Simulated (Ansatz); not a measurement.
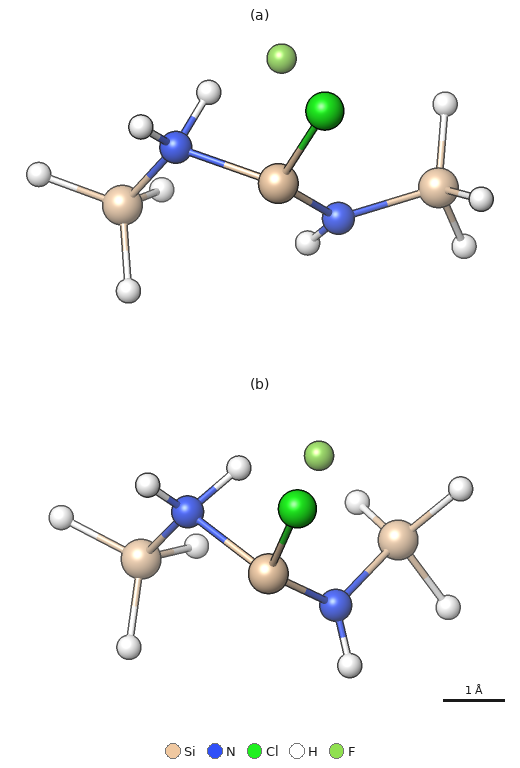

The structure of Si3N2H9ClF (multiplicity 2) before (top) and after (bottom) a constrained relaxation, at one scale.

Style: ball-and-stick. Shown from a free direction.

The reaction that was planned forms Si1–F8, N2–H7 and breaks Si1–N2, H7–F8 (atoms numbered from 1 in input order).

The calculation used Ansatz, UKS PBE0-D4/def2-SVP. Set-up: held fixed: the distance between atoms 1 (Si) and 8 (F), the distance between atoms 2 (N) and 7 (H), the distance between atoms 1 (Si) and 2 (N), the distance between atoms 7 (H) and 8 (F), counting from 1; force threshold 0.04 eV/Å; at most 150 steps.

### What changed between the two?

The largest move after the best rigid fit is that of an H atom, 1.80 Å. By element the largest moves are H 1.80 Å, Cl 0.87 Å, F 0.86 Å, Si 0.76 Å, N 0.50 Å. Some distances before and after: F–Si 3.352 → 2.161 Å, Cl–Si 2.013 → 2.073 Å, H–Si 1.465 → 1.519 Å, N–Si 1.749 → 1.795 Å. Bond angles that change, for instance: N–Si–H 104.0° → 118.1°, H–Si–H 112.7° → 103.3°, H–Si–H 111.3° → 102.0°. The energy falls by 85.9 kJ/mol in 16 geometry steps. Largest force component: 1 eV/Å at the start, 0.034 eV/Å at the end. The run took about 70 s of wall time on a shared GPU.
